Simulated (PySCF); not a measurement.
# C3H4ClNO (SMILES NC(=O)/C=C/Cl): what the fields show

```xyz
10

N    -1.8316    0.3088    0.0093
C    -0.6451   -0.1389   -0.4801
O    -0.5456   -0.6963   -1.5560
C     0.5243    0.1150    0.4096
C     1.7308   -0.2767   -0.0046
Cl    3.1699   -0.0561    0.8947
H    -2.6633    0.1543   -0.5446
H    -1.9160    0.7537    0.9106
H     0.3956    0.6107    1.3758
H     1.8520   -0.7722   -0.9722
```

Geometry: PBE0-D3(BJ)/def2-SVP.

Level of theory: PySCF, PBE0/def2-SVPD, SCF density, gas phase.

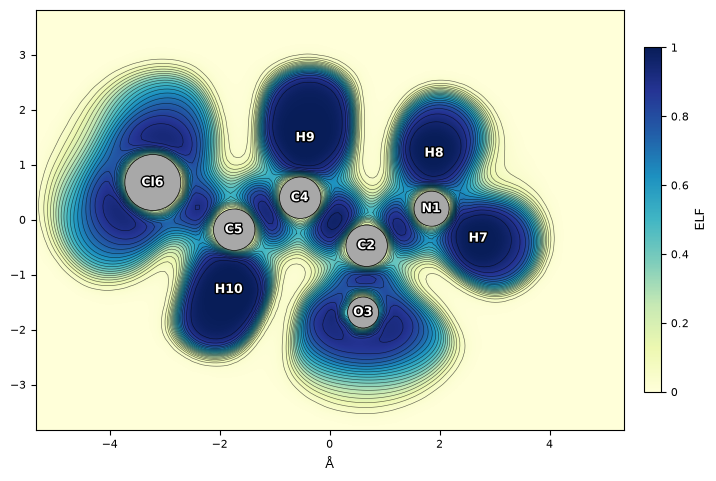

Figure 1. Electron localisation function on the molecular plane. Grey discs cover the atomic cores.

Describe what can be read from this map.

Answer. Atoms in the plane: N, C, O, Cl and H.
C–O (1.22 Å): the ELF peaks at about 0.90 between the atoms: a multiple bond.
C–C (1.33 Å): the ELF peaks at about 0.95 between the atoms; a multiple bond.
C–N (1.36 Å): the ELF peaks at about 0.90 between the atoms: a covalent bond.
C–Cl (1.71 Å): the ELF peaks at about 0.90 between the atoms; a covalent bond.
N–H (1.01 Å): the ELF climbs to about 1 towards the hydrogen, as it does in any bond to H: an ordinary covalent bond to hydrogen.
The ELF also peaks beside O3 and Cl6, away from the bonds: lone-pair regions.

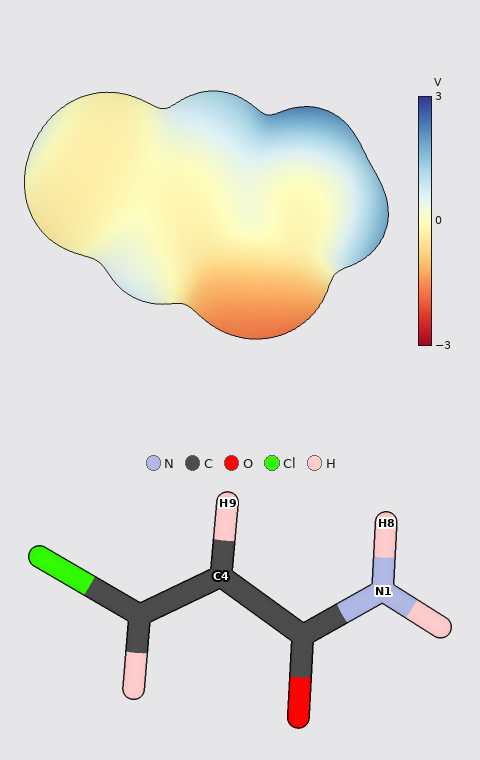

Figure 2. The electrostatic potential painted on the density surface at 0.001 e/bohr³, seen across its widest extent; red is negative and blue positive. The bare structure is drawn below in the same view.

Describe the electrostatic potential map.

Answer. The most negative region (about −1.7 V, or −39 kcal/mol for a unit charge) lies over O3, the most positive (about +2.1 V, or +48 kcal/mol for a unit charge) over H8. Cl6 shows a σ-hole: about +0.5 V, or +12 kcal/mol for a unit charge at the tip opposite its bond, against about −0.3 V on its flanks. O3 is the likeliest acceptor of a hydrogen bond.

How polar is the molecule by this calculation?

Answer. Its dipole moment is 3.56 D.

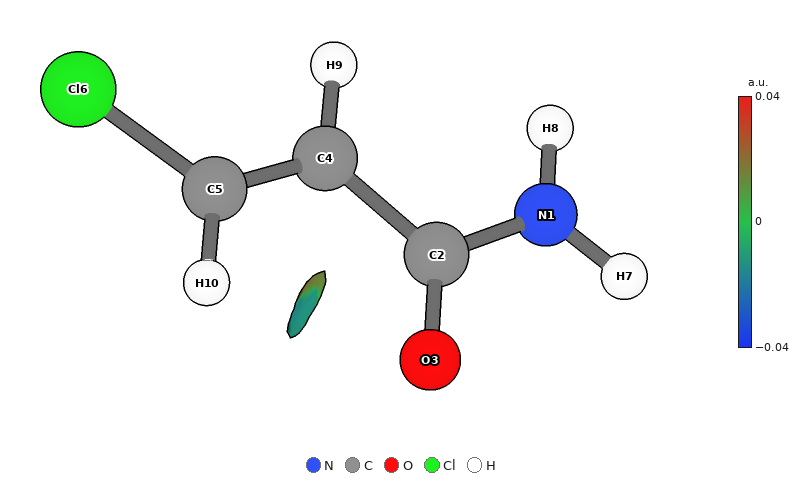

Figure 3. Non-covalent interaction (NCI) plot: the surface where the reduced density gradient is 0.5, for densities under 0.05 a.u., coloured by sign(λ₂)ρ; seen at a tilt.

Identify the weak interactions.

Answer. Between H10 and C5 on one side and O3 and C2 on the other: a weak contact, attractive (blue-green) on one side and crowded (olive to red) on the other.
